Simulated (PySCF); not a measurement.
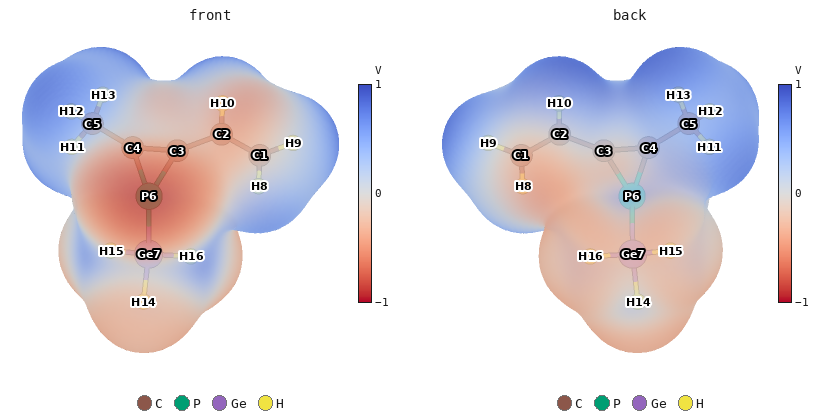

*C5H9GeP (SMILES C=CC1=C(C)[P]1[GeH3]). The electrostatic potential painted on the density surface at 0.001 e/bohr³, seen from the front and from behind; the colour scale runs from red (negative) to blue (positive).*

Geometry: GFN2-xTB.

Level of theory: CAM-B3LYP/def2-SVPD, SCF density, gas phase (PySCF).

| atom | x (Å) | y (Å) | z (Å) |
| --- | --- | --- | --- |
| C | 2.3950 | -1.5172 | 0.0316 |
| C | 1.9177 | -0.3396 | -0.3628 |
| C | 0.7620 | 0.2518 | 0.2132 |
| C | -0.1296 | 1.2136 | 0.2362 |
| C | -0.6297 | 2.4720 | -0.3261 |
| P | -0.4725 | -0.0169 | 1.5738 |
| Ge | -1.9780 | -1.3848 | 0.4295 |
| H | 1.9153 | -2.0681 | 0.8252 |
| H | 3.2649 | -1.9623 | -0.4183 |
| H | 2.3904 | 0.2239 | -1.1590 |
| H | -1.6528 | 2.3414 | -0.6815 |
| H | -0.6416 | 3.2452 | 0.4427 |
| H | -0.0001 | 2.7968 | -1.1542 |
| H | -2.8682 | -2.2102 | 1.3178 |
| H | -2.9405 | -0.6534 | -0.4764 |
| H | -1.3398 | -2.3833 | -0.5032 |

Which sites attract a positive test charge, and which a negative one?

Answer. A positive charge is drawn to the negative regions and a negative charge to the positive ones. The most negative region (about −0.8 V) lies over P6, the most positive (about +0.8 V) over H10 and H13.

What dipole moment does the calculation give?

Answer. Its dipole moment is 2.29 D.
